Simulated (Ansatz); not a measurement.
# Molecular dynamics of random packing of 52AlCl3-48NaCl (mol %) (76 atoms)

Wanted: a short trajectory of random packing of 52AlCl3-48NaCl (mol %) (76 atoms) with its pair distributions.

Main program and level: Ansatz 0.2.0; Kohn-Sham DFT, LDA, PAW (set soft_2), plane waves.

**1. Set-up**

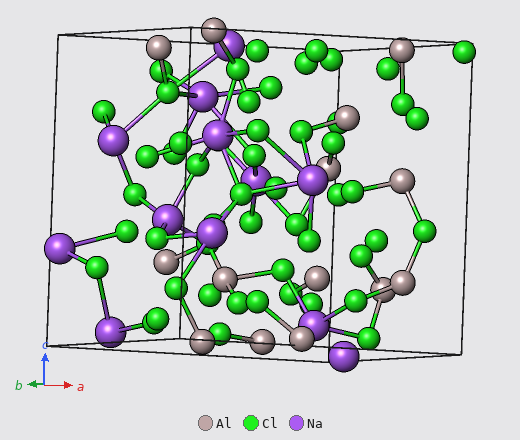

Start, viewed slightly off an axis; aluminium light grey, chlorine green, sodium purple. Bonds to atoms that aren't drawn are left out. Some periodic images of atoms are drawn too.

The cell holds 76 atoms: 13 Al, 51 Cl and 12 Na. Cell: a = 12.857 Å, b = 12.857 Å, c = 12.857 Å, α = 90.0°, β = 90.0°, γ = 90.0°. 76 atoms (13 Al, 51 Cl, 12 Na) packed at random in a cube at 1.9 g/cm³ and pushed apart as soft spheres, cations and anions kept from their own kind; a start for melting by ab initio MD, not an equilibrated structure.

What the set-up can't give: Sampling is at Γ alone, for a cell whose shortest periodic width is 13 Å.

**2. Single point at the start**

The forces at the start show how far the geometry lies from a minimum of this functional.

File input.yaml:

```yaml
crystal:
  lattice:
    - [12.8574, 0.0, 0.0]
    - [0.0, 12.8574, 0.0]
    - [0.0, 0.0, 12.8574]
  atoms:
    - { symbol: Al, position: [0.65832, 0.77683, 0.04256] }
    - { symbol: Al, position: [0.80037, 0.63042, 0.60298] }
    - { symbol: Al, position: [0.13559, 0.52629, 0.9545] }
    - { symbol: Al, position: [0.85106, 0.7918, 0.25625] }
    [... 66 atom lines left out ...]
    - { symbol: Na, position: [0.19009, 0.1894, 0.35402] }
    - { symbol: Na, position: [0.9463, 0.77225, 0.01036] }
    - { symbol: Na, position: [0.17593, 0.89683, 0.05114] }
    - { symbol: Na, position: [0.64965, 0.37428, 0.08493] }
    - { symbol: Na, position: [0.64502, 0.84033, 0.56144] }
    - { symbol: Na, position: [0.02669, 0.9853, 0.31456] }
kpoints:
  mp_grid: { grid: [1, 1, 1] }
hamiltonian:
  xc: lda
scf:
  occupations: { method: fermi_dirac, width: 0.069 }
output:
  forces: true
```

Command:

```console
$ ansatz run input.yaml --threads 32 --pin off --max-ram 143360MiB --backend cuda --events-out ev --progress --plain --runs-dir out
```

The job ended after 2.7 s (1 × NVIDIA GB200 with 32 threads of Arm Neoverse V2, shared host; peak memory 1.4 GiB).

That memory is the host's; the program planned up to 4.4 GiB on the GPU. Forces of this run were stored rounded, and per-atom blocks of the log weren't kept.

Read from the output:

| Item | Value |
| --- | --- |
| free energy | -77563.1120 eV |
| free energy per atom | -1020.5673 eV/atom |
| SCF cycles | 13 |
| r.m.s. force component | 0.7669 eV/Å |
| longest force | 3.758 eV/Å |
| Fermi energy | 1.19 eV |

The r.m.s. force component of 0.77 eV/Å sets the starting point.

Length of the force by element:

| element | coordination | atoms | mean length of the force (eV/Å) | spread | least | most |
| --- | --- | --- | --- | --- | --- | --- |
| Al | all | 13 | 1.95 | 0.774 | 0.896 | 3.76 |
| Cl | all | 51 | 1.03 | 0.574 | 0.0948 | 2.31 |
| Na | all | 12 | 0.613 | 0.347 | 0.0425 | 1.27 |

**3. Melting at 800 K**

The random start is held at a high temperature, to make it forget its packing.

input.yaml, as its differences from that of step 2:

```diff
@@ -15 +15,8 @@
   forces: true
+md:
+  timestep: 2
+  n_steps: 590
+  ensemble: nvt_langevin
+  temperature: 800
+  initial_velocities: maxwell_boltzmann
+  seed: 3201
```

The job ended after 2.9 min (1 × NVIDIA GB200 with 32 threads; peak memory 1.5 GiB; 15 min of CPU time).

That memory is the host's; the program planned up to 4.4 GiB on the GPU.

The program notes that it switched symmetry off.

Rows from the run:

| time (fs) | T (K) | potential (meV/atom) |
| --- | --- | --- |
| 0.0 | 789 | 0.0 |
| 84.0 | 2112 | -370.0 |
| 156.0 | 1344 | -442.7 |
| 240.0 | 1450 | -569.5 |
| 324.0 | 1269 | -637.2 |
| 396.0 | 1169 | -676.9 |
| 480.0 | 922 | -696.9 |
| 552.0 | 780 | -684.7 |
| 636.0 | 828 | -707.7 |
| 708.0 | 787 | -740.4 |
| 786.0 | 815 | -765.0 |
| 864.0 | 852 | -763.2 |
| 948.0 | 799 | -779.5 |
| 1032.0 | 800 | -768.3 |
| 1104.0 | 843 | -773.9 |
| 1180.0 | 912 | -784.7 |

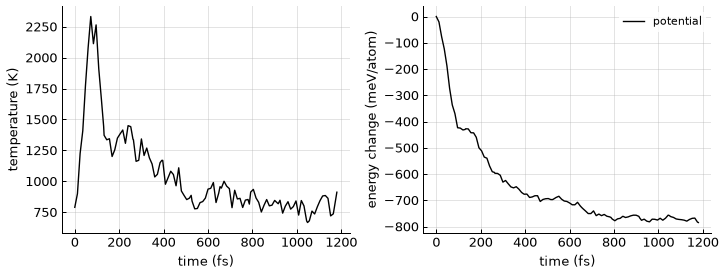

Temperature and energies against time.

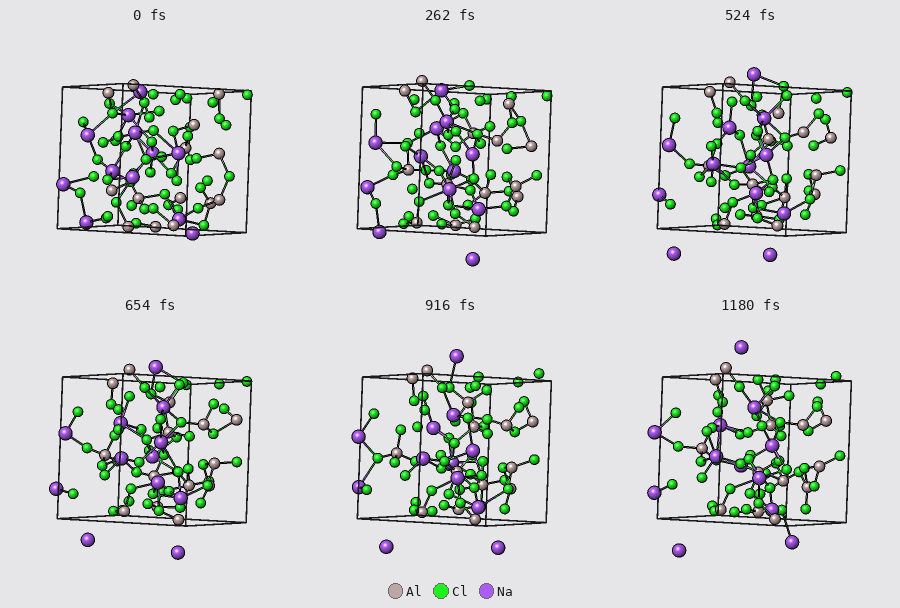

6 frames of the run. Bonds to atoms that aren't drawn are left out.

Mean square displacement from the first frame to the last: Al 4.9 Å², Cl 2.3 Å², Na 6.4 Å².

Mean square displacement against time lag:

| time lag (fs) | Al (Å²) | Cl (Å²) | Na (Å²) |
| --- | --- | --- | --- |
| 2 | 4.9e-4 | 2.7e-4 | 4.2e-4 |
| 74 | 0.211 | 0.206 | 0.370 |
| 124 | 0.361 | 0.370 | 0.710 |
| 198 | 0.588 | 0.554 | 1.12 |
| 270 | 0.874 | 0.703 | 1.50 |
| 320 | 1.07 | 0.785 | 1.77 |
| 394 | 1.35 | 0.895 | 2.18 |
| 466 | 1.63 | 0.997 | 2.53 |
| 516 | 1.82 | 1.07 | 2.73 |
| 590 | 2.11 | 1.16 | 3.01 |

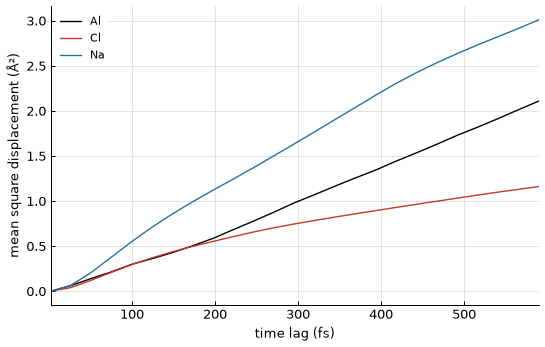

Mean square displacement against time lag.

The vibrational density of states has structure finer than the step of the table below, so its rows give means over 100 cm⁻¹, whole bins alone (the curve runs from 0 to 1499 cm⁻¹). Peaks (cm⁻¹: height): Al 193.9: 0.314, 511.3: 0.533; Cl 70.5: 2.5; Na 105.8: 0.713.

From 473 steps of 2.0 fs, resolution about 35 cm-1. The vibrational density of states by wavenumber; means over each step; values in 1e-3 per cm⁻¹:

| wavenumber (cm⁻¹) | Al | Cl | Na |
| --- | --- | --- | --- |
| 100 | 0.217 | 2.32 | 0.620 |
| 200 | 0.273 | 1.49 | 0.389 |
| 300 | 0.198 | 0.709 | 0.182 |
| 400 | 0.287 | 0.420 | 0.0707 |
| 500 | 0.430 | 0.338 | 0.0348 |
| 600 | 0.183 | 0.158 | 0.0131 |
| 700 | 0.0653 | 0.0771 | 0.00980 |
| 800 | 0.0222 | 0.0386 | 0.00775 |
| 900 | 0.0159 | 0.0337 | 0.00693 |
| 1000 | 0.0116 | 0.0233 | 0.00424 |
| 1100 | 0.00789 | 0.0199 | 0.00453 |
| 1200 | 0.00583 | 0.0159 | 0.00379 |
| 1300 | 0.00474 | 0.0125 | 0.00276 |
| 1400 | 0.00367 | 0.0106 | 0.00248 |

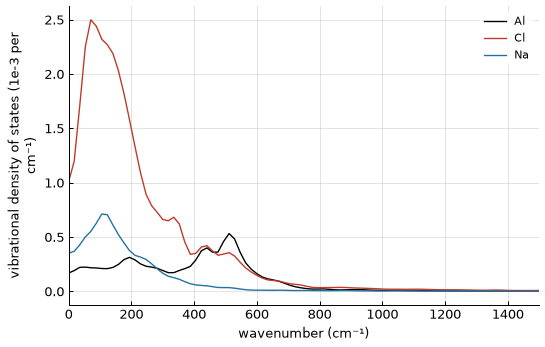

Vibrational density of states against wavenumber.

Over the second half of 1180 fs the temperature averages 834 K, falling from about 921 to 796 K (means over the first and last quarter of that half). From first frame to last Na has the largest mean square displacement, 6.4 Å² at the end; the farthest move is 5.15 Å. By the end of the lags followed (0.59 ps), the least mobile element has a mean square displacement of 1.2 Å², too little over such short lags to show that the memory of the start is lost. Distinct peaks of the vibrational density of states (Al) stand at 194 and 511 cm⁻¹; the one at 511 cm⁻¹ is strongest. The Langevin noise broadens this spectrum and gives it a smooth tail at high frequency. The run spans 1.18 ps, too short for its means to be equilibrium values.

**4. Outcome**

- wall time of the 2 DFT runs: 2.9 min

In words: Melting at 800 K: by the end of the lags followed (0.59 ps), the least mobile element has a mean square displacement of 1.2 Å², too little over such short lags to show that the memory of the start is lost.

[Logs are printed without paths, hosts, clocks, repeated set-up lines and the standing remarks that a program may print on its own settings, such as how far it seeks lower states.]

[Hosts, paths, dates, database ids (printed as entryN), source tags and the programs' standing remarks are cut or masked in the printed files.]
